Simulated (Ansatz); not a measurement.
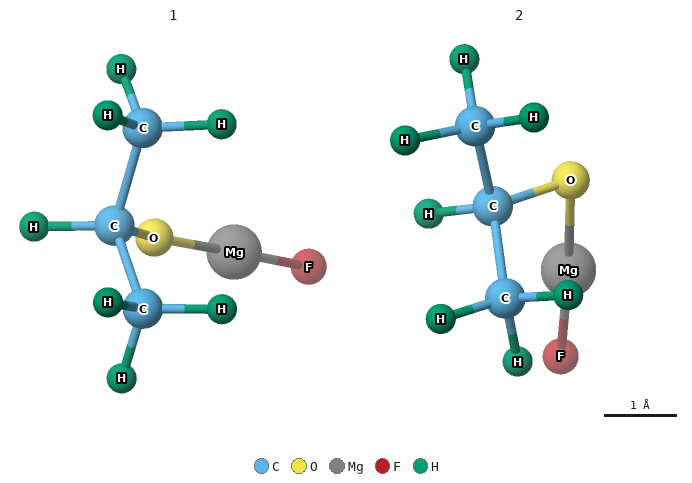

Two geometries of C3H7FMgO (coarse preliminary run), drawn at one scale. One is the start of a relaxation, the other its converged end. Style: ball-and-stick. Shown from a free direction.

These are results of RKS PBE-D4/def2-SVP (Ansatz), not measurements. (force threshold 0.03 eV/Å; at most 200 steps)

> Which one is relaxed?

Structure 1 is the relaxed one. The start comes from a force field. The atom that moves furthest after the best rigid fit is the F atom (1.81 Å). Largest moves by element: F 1.81 Å, O 1.33 Å, H 0.98 Å, C 0.53 Å, Mg 0.36 Å. Some distances before and after: C–Mg 3.260 → 3.878 Å, Mg–O 2.014 → 1.784 Å, F–Mg 1.985 → 1.774 Å, C–H 1.188 → 1.109 Å. Among the angles between lasting bonds that change: C–O–Mg 105.2° → 164.9°, H–C–H 113.3° → 108.0°, C–C–O 114.6° → 110.9°. Groups turn about C–O by about 130°. After 19 accepted moves (21 points after the start) the energy has fallen by 101.5 kJ/mol. The largest force component goes from 2.9 to 0.015 eV/Å. The line search rejected the trial steps at points 19, 20 of the run. The forces were under the threshold at step 14, but the run went on from there.
